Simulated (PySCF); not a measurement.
**BN₂: relaxation and vibrations of the quartet**

The task is one start of a wider search on BN₂: the quartet, from a linear start. It is relaxed, tested by its Hessian and followed downhill if it is a saddle.

Method: PBE0, basis B def2-TZVP, N def2-TZVP, no relativity, density fitting; program: PySCF 2.14.0.

### 1 The starting structure

3 atoms, charge 0, spin multiplicity 4.

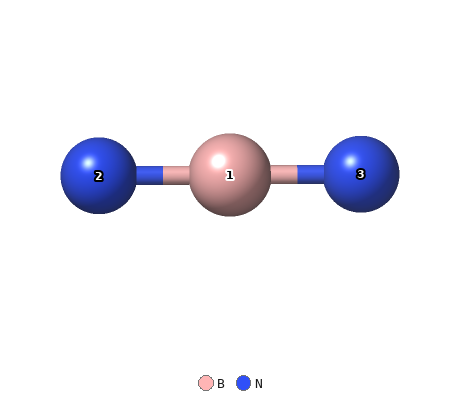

Start geometry, drawn with boron pink, nitrogen blue; atoms are numbered from 1 in the order of the file.

Z-matrix (Å, degrees; charge 0 multiplicity 4):
```
B
N  1 1.3800
N  1 1.3800 2 180.00
```

### 2 First SCF at the start

The steps below are one call of a driver around PySCF. For each, scf.py gives the equivalent set-up of the SCF; relaxations use the driver's own optimiser. After this first run the driver tries any further starts and a stability analysis.

Contents of scf.py:

```python
from pyscf import gto, scf, dft
mol = gto.M(atom='''
B      0.000000     0.000000     0.000000
N      0.000000     0.000000     1.380000
N      0.000000     0.000000    -1.380000''',
    basis={'B': 'def2-TZVP', 'N': 'def2-TZVP'},
    charge=0, spin=3)
mf = dft.UKS(mol, xc='PBE0')
mf.grids.atom_grid = (50, 194)
aux = {'B': 'def2-universal-JKFIT', 'N': 'def2-universal-JKFIT'}
mf = mf.density_fit(auxbasis=aux)
mf.conv_tol = 1e-08
mf.diis_space = 10
mf.max_cycle = 60
mf.init_guess = 'minao'
mf.verbose = 4
mf.kernel()
```

Started as:

```
$ OMP_NUM_THREADS=4 python axn.py task.json out
```

The log of the run:

```text
init E= -134.064286940211
[... the frontier-level lines of each cycle are left out ...]
cycle= 1 E= -134.019518305091  delta_E= 0.0448  |g|= 0.154  |ddm|= 1.19
cycle= 2 E= -134.035694316014  delta_E= -0.0162  |g|= 0.0636  |ddm|= 0.343
cycle= 3 E= -134.038288554421  delta_E= -0.00259  |g|= 0.0314  |ddm|= 0.0934
cycle= 4 E= -134.038998224753  delta_E= -0.00071  |g|= 0.0188  |ddm|= 0.0379
cycle= 5 E= -134.039244517366  delta_E= -0.000246  |g|= 0.00433  |ddm|= 0.0159
cycle= 6 E= -134.039282397226  delta_E= -3.79e-05  |g|= 0.000807  |ddm|= 0.00917
cycle= 7 E= -134.039283536098  delta_E= -1.14e-06  |g|= 0.000126  |ddm|= 0.00178
cycle= 8 E= -134.039283558955  delta_E= -2.29e-08  |g|= 2.08e-05  |ddm|= 0.000346
cycle= 9 E= -134.039283559317  delta_E= -3.61e-10  |g|= 2.17e-06  |ddm|= 5.08e-05
Extra cycle  E= -134.039283559321  delta_E= -4.09e-12  |g|= 1.66e-06  |ddm|= 4.12e-06
converged SCF energy = -134.039283559321  <S^2> = 3.8065027  2S+1 = 4.0281523
```

This step, with its further starts and checks, took 5 s on 4 threads of Arm Neoverse V1, shared host.

The starts that the driver tried:

| start | energy (Eh) |
| --- | --- |
| the minimal-basis guess | -134.039284 |
| a thermally smeared density | -134.039284 |
| a smeared PBE density | -134.039284 |

No lower solution of this spin turned up from the other starts or in the test of internal stability.

### 3 Relaxation: linear start, quartet

The program finds D∞h symmetry in the start, which this walk keeps.

Edit scf.py of step 2 so:

```diff
@@ -15 +14,0 @@
-mf.init_guess = 'minao'
```

The optimiser's trace:

| step | energy (Eh) | change (kJ/mol) | largest symmetric gradient (Eh/bohr) |
| --- | --- | --- | --- |
| 0 | -134.039284 | 0.00 | 0.00846 |
| 1 | -134.039431 | -0.39 | 0.00155 |
| 2 | -134.039436 | -0.40 | 0.00004 |

The walk took 1.8 s.

After 2 steps and 0.4 kJ/mol it ends at D∞h: B–N 1.371 Å (×2); N–B–N 180.0°.

### 4 Frequencies

The point is checked on the finer grid, and tightened if its gradient asks for it. The Hessian and the dipole derivatives come from central differences of analytic gradients, with steps of 0.02 bohr.

Edit scf.py of step 3 so:

```diff
@@ -4,2 +4,2 @@
-N      0.000000     0.000000     1.380000
-N      0.000000     0.000000    -1.380000''',
+N      0.000000     0.000000     1.370595
+N      0.000000     0.000000    -1.370595''',
@@ -9 +9 @@
-mf.grids.atom_grid = (50, 194)
+mf.grids.atom_grid = (75, 302)
@@ -12 +12 @@
-mf.conv_tol = 1e-08
+mf.conv_tol = 1e-10
```

The driver hands on the density of the step before, so the log starts near convergence.

Log of the central SCF (cycles and frontier levels):

```text
init E= -134.039440021841
[... the frontier-level lines of each cycle are left out ...]
cycle= 1 E= -134.039440021841  delta_E= 1.71e-13  |g|= 8.26e-07  |ddm|= 7.68e-07
Extra cycle  E= -134.03944002184  delta_E= 9.38e-13  |g|= 1.79e-06  |ddm|= 1.47e-06
converged SCF energy = -134.03944002184  <S^2> = 3.8043788  2S+1 = 4.0270976
```

The whole step took 10 s.

Geometry: D∞h; B–N 1.371 Å (×2); N–B–N 180.0°.

Harmonic modes (main isotopes):

```
ω (cm⁻¹)  IR (km/mol)
     359         37.9
     368         89.0
     959          0.0
    1325          396
```

Every mode is real; the point is a minimum.

Here the density breaks the symmetry of the frame, and no labels are given; pairs that should be degenerate can split.

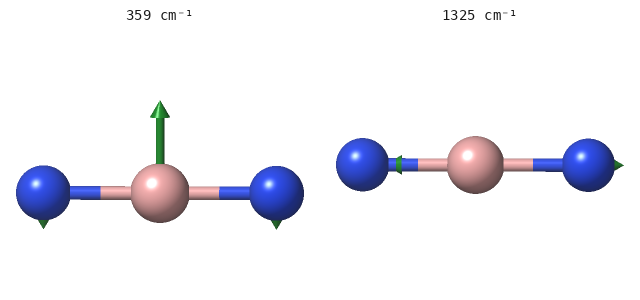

Displacements of 2 of the modes, as arrows (one member where a mode is degenerate).

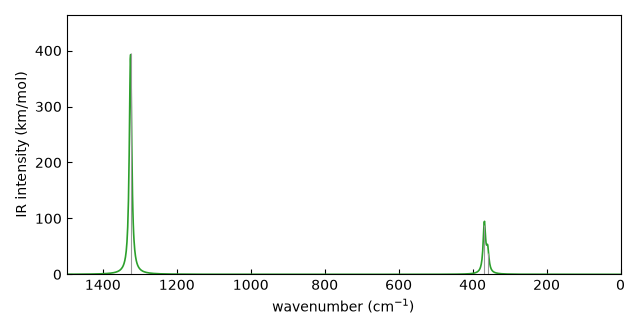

The harmonic infrared spectrum (widths in cm⁻¹). Lines are broadened to a width of 8 cm⁻¹ (Lorentzian).

Constants and moments:

```
Dipole moment                                                   : 0.00 D
Highest occupied level                                          : -9.09 eV
Lowest empty level                                              : -6.34 eV
Rotational constants                                            : 0.3204 cm⁻¹
Zero-point energy                                               : 18.0 kJ/mol
Principal polarisabilities                                      : 17.1, 20.0, 51.9 bohr³
Atomisation energy without zero-point energy                    : 876 kJ/mol
Principal traceless quadrupole moments about the centre of mass : -7.71, 2.28, 5.43 D Å
Entropy at 298.15 K and 1 bar (electronic part: spin only)      : 232.3 J/(mol K)
Heat capacity Cp at 298.15 K                                    : 44.4 J/(mol K)
Enthalpy at 298.15 K above 0 K                                  : 10.64 kJ/mol
Rotational symmetry number                                      : 2
Spin squared ⟨S²⟩                                               : 3.804
```

Charges (e) and bond orders:

```
atom  Mulliken  Löwdin  polar tensor  spin (Mulliken)  Mayer order to B1
  B1      0.11   -0.49         -0.13             0.07                  –
N2,3     -0.05    0.25          0.06             1.47               1.71
```

Mulliken populations on B1: s 2.92, p 1.82, d 0.12, f 0.03.

### 5 Results

```
                                          quantity                           value
                                           minimum                    quartet, D∞h
                                          geometry  B–N 1.371 Å (×2); N–B–N 180.0°
                                wavenumbers (cm⁻¹)             359, 368, 959, 1325
                                     dipole moment                          0.00 D
highest occupied, lowest empty level (either spin)                 -9.09, -6.34 eV
                         polar-tensor charge of B1                         -0.13 e
                                 zero-point energy                     18.0 kJ/mol
                               entropy at 298.15 K                 232.3 J/(mol K)
         atomisation energy (no zero-point energy)                      876 kJ/mol
                                              ⟨S²⟩                           3.804
```

What this shows: The molecule stays D∞h, as typed, and the end point is a minimum. In the infrared the band at 1325 cm⁻¹ leads. Only this shape and spin were tried, so other structures or states may lie lower. The SCF density has lower symmetry than the nuclear frame.

The search up to here took 17 s.
